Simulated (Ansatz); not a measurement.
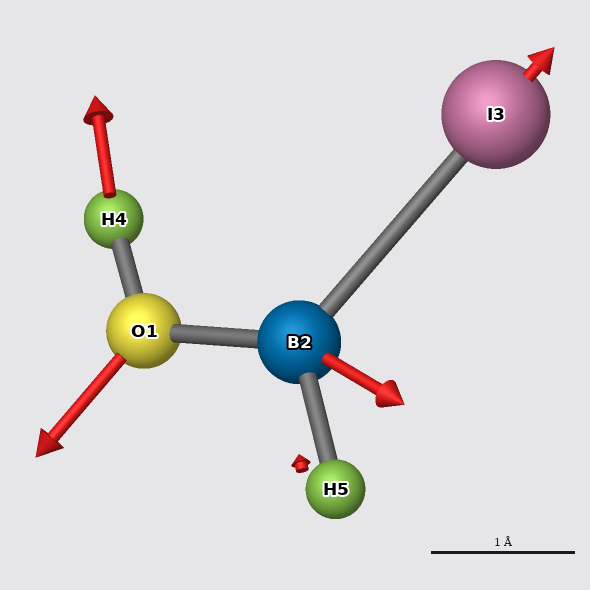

Arrows show the forces on the atoms, 0.4 Å of arrow for 1 eV/Å; forces under a tenth of the largest aren't drawn. Level of theory: PBE-D4/def2-TZVPP (Ansatz 0.2.0).

**On which atom is the force largest, and how large is it?**

On O1: 2.34 eV/Å.

List the force components in the frame of the picture (x right, y up, z towards the viewer), in eV/Å.

| atom | Fx | Fy | Fz |
| --- | --- | --- | --- |
| O1 | −1.52 | −1.77 | −0.13 |
| B2 | 1.38 | −0.82 | 1.06 |
| I3 | 0.47 | 0.54 | 0.08 |
| H4 | −0.27 | 1.76 | −0.91 |
| H5 | −0.06 | 0.29 | −0.10 |
